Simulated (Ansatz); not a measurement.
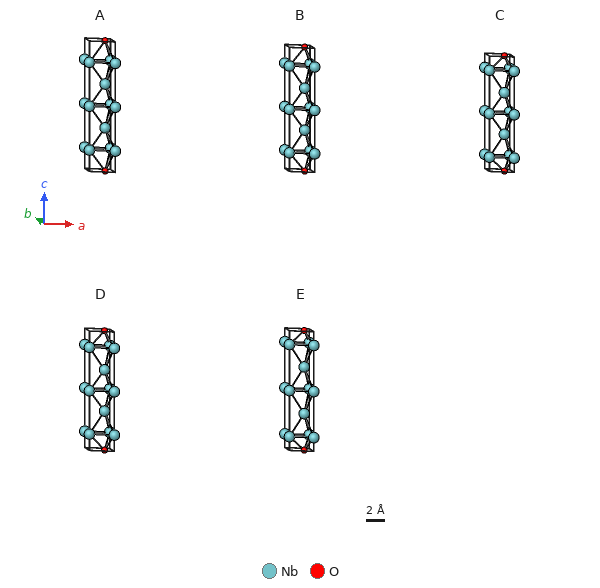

5 geometries from one relaxation of crystalline Nb₅O (a generated structure, set up in P-6m2) (coarse preliminary run), in shuffled order. The picture is a ball-and-stick view of the cell of the calculation, seen slightly off an axis.

These are results of DFT PBE, scalar-relativistic, plane waves, PAW (Ansatz), not measurements. Set-up: plane-wave cutoff 420 eV; k-point mesh 6 × 6 × 2; occupations gaussian; smearing width 0.1 eV; no spin polarisation; cell and atoms relaxed; force threshold 0.04 eV/Å; at most 70 steps.

Put them in the order of the run, from the start to the converged end.

A, B, D, C, E. They are steps 0, 1, 2, 3, 8, at +5.523 eV per cell of the calculation, +2.997 eV per cell of the calculation, +1.286 eV per cell of the calculation, +0.334 eV per cell of the calculation relative to the last. The largest moves relative to the cell, 0.65 Å, are those of Nb atoms. O stays in place. The drawn cell changes as follows: a = b 3.075 → 2.892 Å (−5.9 %), c 14.651 → 13.439 Å (−8.3 %); the volume changes by −18.8 %. Among the contacts that change: Nb–Nb 4.796 → 3.091 Å, Nb–O 2.983 → 2.275 Å, Nb–Nb 3.075 → 2.892 Å, Nb–Nb 3.032 → 3.108 Å. New bonds form: Nb–Nb (4.80 → 3.09 Å). The space group stays P-6m2 (No. 187). After 7 accepted moves (8 points after the start) the energy has fallen by 5.523 eV per cell of the calculation. Largest force component: 2.9 eV/Å at the start, 0.012 eV/Å at the end. The pressure goes from −17.64 to −0.11 GPa. The SCF was repeated once at an unchanged geometry on a basis and grid sized afresh for the cell, which shifted the energy by 7.7 meV per cell of the calculation at most. Cost: 70 s on 1 thread of Arm Neoverse V1 (shared host), peak memory 0.36 GiB.
